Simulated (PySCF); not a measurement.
SMILES C[C](C)[GeH3], doublet at its CAM-B3LYP/def2-SVP optimised geometry (Å):

```
13

C     -1.5483    -1.5167    -1.5177
C     -0.2160    -0.8396    -1.5350
C      0.5122    -0.8112    -2.8401
Ge     0.4401     0.1286     0.0000
H     -2.2833    -0.9727    -2.1438
H     -1.4837    -2.5349    -1.9443
H     -1.9791    -1.6020    -0.5094
H     -0.0260    -0.1938    -3.5866
H      1.5325    -0.4085    -2.7596
H      0.5827    -1.8233    -3.2797
H      1.9791     0.1286     0.0000
H     -0.0249     1.6020     0.0000
H     -0.0817    -0.5245     1.2919
```

Computed with PySCF 2.14.0 with unrestricted CAM-B3LYP/def2-TZVP.

Map of the Laplacian of the electron density (e/bohr⁵) on the plane z = 0.8 Å:

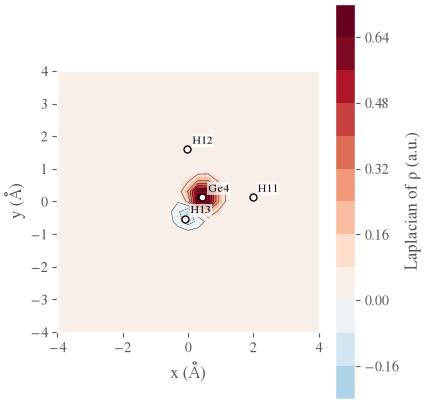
*Laplacian of the electron density (e/bohr⁵) on the plane z = 0.8 Å.*
